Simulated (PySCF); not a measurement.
## Two runs on C4H9ClOSi

System: C4H9ClOSi.
Method of the first run: GIAO PBE0/pcSseg-1 NMR shielding, non-relativistic, IEF-PCM chloroform (PySCF 2.14.0).

The geometry comes from this level: PBE0-D3(BJ)/def2-SVP. Text and figures count atoms from 1; the logs count them from 0 in places.

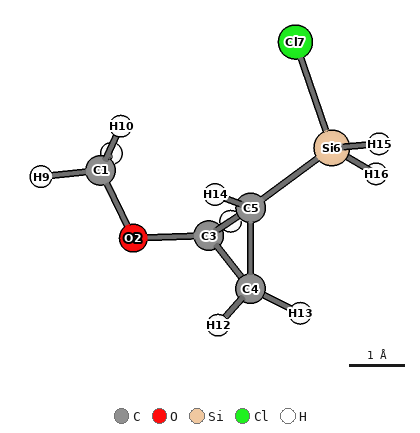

Figure 1. The input geometry (ball-and-stick view, seen at a tilt; atoms are numbered from 1 in the order of the input). Bond lengths as drawn: Cl–Si 2.08 Å, C–C 1.48 to 1.52 Å, C–H 1.09 to 1.11 Å, C–O 1.37 to 1.40 Å, C–Si 1.85 Å and H–Si 1.49 Å.

### Input file, the first run
```
{"job": {"kind": "nmr", "xc": "PBE0", "basis": "pcSseg-1", "solvent": "chloroform", "pop": true}, "charge": 0, "multiplicity": 1}
C      2.025032     1.162700    -0.270747
O      1.717956    -0.200438    -0.376119
C      0.635441    -0.559548     0.390941
C     -0.150869    -1.734594    -0.041981
C     -0.752204    -0.345303    -0.178624
Si    -2.119334     0.266973     0.904109
Cl    -1.885344     2.315860     1.164107
H      2.333781     1.434088     0.756891
H      2.858997     1.371330    -0.954800
H      1.162456     1.798849    -0.543749
H      0.767330    -0.394929     1.472464
H      0.169630    -2.216197    -0.969001
H     -0.539577    -2.415126     0.720824
H     -0.742621     0.049879    -1.201362
H     -3.472982     0.042365     0.323603
H     -2.025950    -0.380809     2.245085
```

The first line tells a small driver script what to run in PySCF; the rest is the geometry in Å.

Command:
```bash
OMP_NUM_THREADS=1 python <driver script> task.json out
```

Hardware: 1 CPU thread, shared host.

### Output (the first run)
```
coarse grid: 14264 points
cycle   1  E = -982.0524758382  dE =  8.232e-01  |g| = 5.549e-01  |ddm| = 3.509e+00
cycle   2  E = -982.0178409036  dE =  3.463e-02  |g| = 7.198e-01  |ddm| = 1.084e+00
cycle   3  E = -982.1151588607  dE = -9.732e-02  |g| = 7.752e-02  |ddm| = 6.566e-01
cycle   4  E = -982.1160629912  dE = -9.041e-04  |g| = 3.270e-02  |ddm| = 7.904e-02
cycle   5  E = -982.1162823116  dE = -2.193e-04  |g| = 5.750e-03  |ddm| = 2.957e-02
cycle   6  E = -982.1162887731  dE = -6.461e-06  |g| = 2.412e-03  |ddm| = 7.156e-03
final grid: 128064 points
cycle   7  E = -982.1670498553  dE = -2.861e-05  |g| = 1.226e-02  |ddm| = 2.758e-02
cycle   8  E = -982.1670199551  dE =  2.990e-05  |g| = 1.749e-02  |ddm| = 2.161e-02
cycle   9  E = -982.1670806862  dE = -6.073e-05  |g| = 1.172e-03  |ddm| = 1.263e-02
cycle  10  E = -982.1670809573  dE = -2.711e-07  |g| = 2.612e-04  |ddm| = 1.197e-03
cycle  11  E = -982.1670809708  dE = -1.351e-08  |g| = 5.870e-05  |ddm| = 2.844e-04
cycle  12  E = -982.1670809714  dE = -6.560e-10  |g| = 2.147e-05  |ddm| = 6.244e-05
converged SCF energy = -982.1670809714

GIAO shielding tensors (ppm)
atom      isotropic    diamagn.    paramagn.     s11        s22        s33       span
  0 C      125.541     246.139    -120.597     95.818     99.017    181.789     85.971
  1 O      298.370     395.638     -97.268    241.229    292.683    361.198    119.968
  2 C      125.351     248.303    -122.953     78.336    101.756    195.960    117.624
  3 C      172.413     254.550     -82.137    149.078    169.009    199.152     50.073
  4 C      177.752     258.010     -80.258    141.482    171.800    219.974     78.491
  5 Si     352.416     878.186    -525.771    297.968    361.569    397.711     99.743
  6 Cl     986.395    1148.901    -162.506    916.955    998.156   1044.073    127.117
  7 H       27.952      29.229      -1.277     24.410     25.599     33.845      9.435
  8 H       27.674      28.202      -0.528     23.395     25.096     34.532     11.137
  9 H       28.042      31.219      -3.178     24.004     27.623     32.499      8.494
 10 H       28.273      32.195      -3.922     23.201     27.890     33.729     10.528
 11 H       30.112      31.019      -0.906     24.718     26.862     38.757     14.039
 12 H       30.423      30.964      -0.541     24.553     27.058     39.659     15.106
 13 H       31.107      33.003      -1.896     25.544     28.685     39.093     13.548
 14 H       25.975      26.778      -0.803     21.345     24.656     31.922     10.577
 15 H       26.897      28.195      -1.298     22.724     25.980     31.986      9.262
```

For the second run the input was changed thus:
```diff
-"solvent": "chloroform"
-"pop": true
+"solvent": "dimethylsulfoxide"
+"pop": false
```

Predict how the results change.

The total energy of the second run is 1.1 kcal/mol lower: the change of the electrostatic solvation energy at this fixed geometry, without cavity or dispersion terms. The dipole moment goes from 1.33 to 1.40 D. Of all shieldings, the largest change is that of Cl7, by +2.2 ppm. The number of SCF iterations is the same.

### Output (the second run)
```
coarse grid: 14264 points
cycle   1  E = -982.0554977437  dE =  8.203e-01  |g| = 5.511e-01  |ddm| = 3.508e+00
cycle   2  E = -982.0243197756  dE =  3.118e-02  |g| = 7.051e-01  |ddm| = 1.040e+00
cycle   3  E = -982.1170004933  dE = -9.268e-02  |g| = 7.527e-02  |ddm| = 6.209e-01
cycle   4  E = -982.1178502093  dE = -8.497e-04  |g| = 3.166e-02  |ddm| = 7.553e-02
cycle   5  E = -982.1180543017  dE = -2.041e-04  |g| = 5.561e-03  |ddm| = 2.826e-02
cycle   6  E = -982.1180603164  dE = -6.015e-06  |g| = 2.351e-03  |ddm| = 6.810e-03
final grid: 128064 points
cycle   7  E = -982.1688152299  dE = -2.878e-05  |g| = 1.228e-02  |ddm| = 2.754e-02
cycle   8  E = -982.1687860766  dE =  2.915e-05  |g| = 1.742e-02  |ddm| = 2.131e-02
cycle   9  E = -982.1688460654  dE = -5.999e-05  |g| = 1.152e-03  |ddm| = 1.235e-02
cycle  10  E = -982.1688463243  dE = -2.588e-07  |g| = 2.538e-04  |ddm| = 1.140e-03
cycle  11  E = -982.1688463370  dE = -1.272e-08  |g| = 5.729e-05  |ddm| = 2.731e-04
cycle  12  E = -982.1688463376  dE = -6.260e-10  |g| = 2.105e-05  |ddm| = 6.087e-05
converged SCF energy = -982.1688463376

GIAO shielding tensors (ppm)
atom      isotropic    diamagn.    paramagn.     s11        s22        s33       span
  0 C      125.604     246.180    -120.576     95.675     98.983    182.154     86.479
  1 O      299.983     396.055     -96.072    243.711    293.689    362.550    118.839
  2 C      125.496     248.410    -122.914     78.316    101.801    196.371    118.056
  3 C      172.513     254.633     -82.120    149.204    169.147    199.188     49.984
  4 C      177.811     257.969     -80.158    141.423    171.858    220.152     78.729
  5 Si     352.085     878.184    -526.099    297.733    361.641    396.882     99.149
  6 Cl     988.589    1148.977    -160.388    920.094   1000.150   1045.524    125.429
  7 H       27.902      29.186      -1.283     24.356     25.546     33.805      9.449
  8 H       27.654      28.180      -0.527     23.358     25.064     34.539     11.180
  9 H       28.028      31.208      -3.180     23.984     27.600     32.499      8.515
 10 H       28.186      32.135      -3.949     23.114     27.770     33.675     10.562
 11 H       30.122      31.039      -0.917     24.741     26.855     38.770     14.029
 12 H       30.335      30.860      -0.525     24.446     26.929     39.630     15.184
 13 H       31.049      32.936      -1.887     25.466     28.623     39.058     13.592
 14 H       25.968      26.769      -0.801     21.329     24.658     31.916     10.586
 15 H       26.862      28.143      -1.282     22.682     25.944     31.959      9.278
```

### The two runs side by side

```tsv
quantity	the first run	the second run
outcome	converged	converged
total energy (hartree)	−982.167081	−982.168846
HOMO (eV)	−7.36	−7.35
LUMO (eV)	0.32	0.35
dipole moment (D)	1.33	1.40
shielding of O2 (ppm)	298.4	300.0
shielding of C3 (ppm)	125.4	125.5
shielding of C4 (ppm)	172.4	172.5
shielding of Si6 (ppm)	352.4	352.1
shielding of Cl7 (ppm)	986.4	988.6
shielding of H11 (ppm)	28.3	28.2
shielding of H13 (ppm)	30.4	30.3
SCF iterations	12	12
basis functions	178	178
wall time (shared host)	23 s	24 s
```
